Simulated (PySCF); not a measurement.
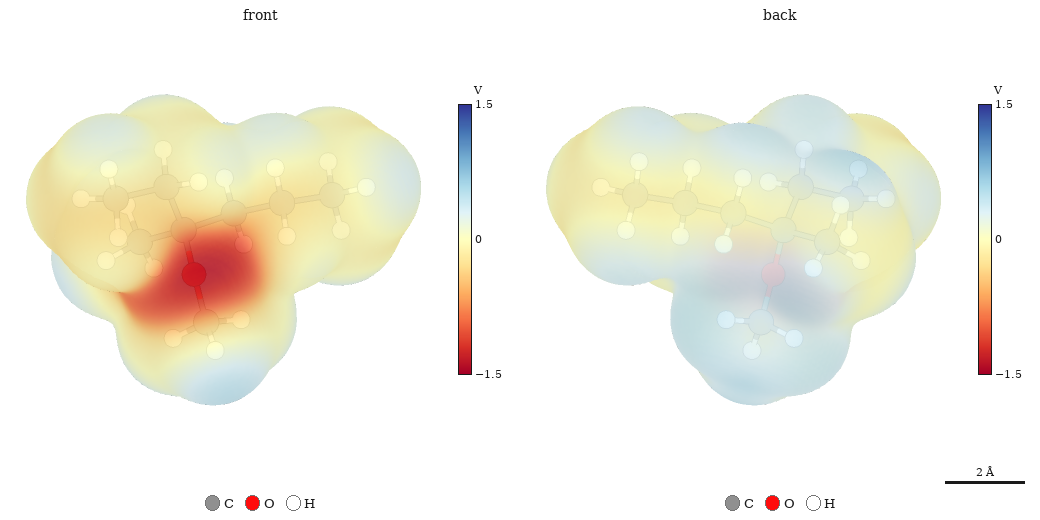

C₈H₁₈O. The electrostatic potential painted on the density surface at 0.001 e/bohr³, seen from the front and from behind; red is negative and blue positive.

Geometry: PBE0-D3(BJ)/def2-SVP.

These are results of PySCF, PBE0/pcSseg-1, SCF density, gas phase, non-relativistic, not measurements.

```yaml
atoms:
  - { symbol: C, position_ang: [3.1045, -0.3681, -0.8802] }
  - { symbol: C, position_ang: [1.8327, 0.1389, -0.2181] }
  - { symbol: C, position_ang: [0.6078, -0.0026, -1.1111] }
  - { symbol: C, position_ang: [-0.7440, 0.2850, -0.4350] }
  - { symbol: C, position_ang: [-1.8726, 0.0247, -1.4333] }
  - { symbol: C, position_ang: [-0.7944, 1.7259, 0.0866] }
  - { symbol: C, position_ang: [-2.1153, 2.1294, 0.7216] }
  - { symbol: O, position_ang: [-0.8981, -0.5103, 0.7379] }
  - { symbol: C, position_ang: [-1.0131, -1.8899, 0.5845] }
  - { symbol: H, position_ang: [3.0254, -1.4375, -1.1343] }
  - { symbol: H, position_ang: [3.9797, -0.2473, -0.2240] }
  - { symbol: H, position_ang: [3.3140, 0.1746, -1.8162] }
  - { symbol: H, position_ang: [1.9681, 1.1938, 0.0708] }
  - { symbol: H, position_ang: [1.6486, -0.4072, 0.7215] }
  - { symbol: H, position_ang: [0.5827, -1.0270, -1.5227] }
  - { symbol: H, position_ang: [0.6996, 0.6571, -1.9909] }
  - { symbol: H, position_ang: [-1.8692, 0.7952, -2.2184] }
  - { symbol: H, position_ang: [-1.7606, -0.9508, -1.9295] }
  - { symbol: H, position_ang: [-2.8522, 0.0459, -0.9350] }
  - { symbol: H, position_ang: [-0.5386, 2.4053, -0.7437] }
  - { symbol: H, position_ang: [0.0056, 1.8276, 0.8354] }
  - { symbol: H, position_ang: [-2.9340, 2.1836, -0.0117] }
  - { symbol: H, position_ang: [-2.3994, 1.4032, 1.4968] }
  - { symbol: H, position_ang: [-2.0348, 3.1194, 1.1949] }
  - { symbol: H, position_ang: [-1.9326, -2.1891, 0.0478] }
  - { symbol: H, position_ang: [-1.0557, -2.3237, 1.5938] }
  - { symbol: H, position_ang: [-0.1500, -2.3414, 0.0596] }
```

Where is the surface potential most negative and most positive?

The most negative region (about −1.3 V) lies over O8, the most positive (about +0.5 V) over the C and H atoms. O8 is the likeliest acceptor of a hydrogen bond.
